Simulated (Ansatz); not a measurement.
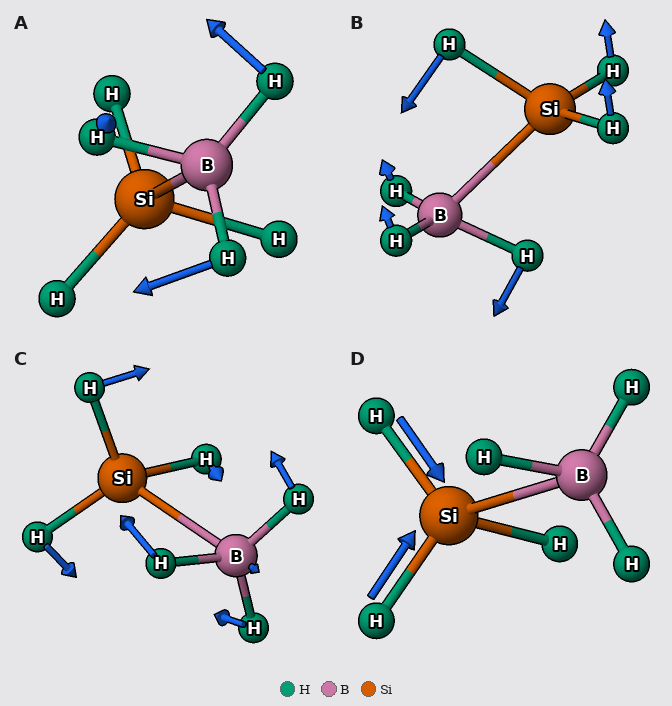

4 normal modes of one molecule or complex, as arrows. Charge 0, doublet. Harmonic vibrations computed with UKS PBE0-D4/def2-SVP (Ansatz 0.2.0) at a stationary point of the same level.

Match the panels to the wavenumbers 461 cm⁻¹, 918 cm⁻¹, 1144 cm⁻¹, 2273 cm⁻¹.

Answer. A: 1144 cm⁻¹, H–B–H bending
B: 461 cm⁻¹, angle bending
C: 918 cm⁻¹, angle bending
D: 2273 cm⁻¹, in-phase stretching of 2 Si–H bonds
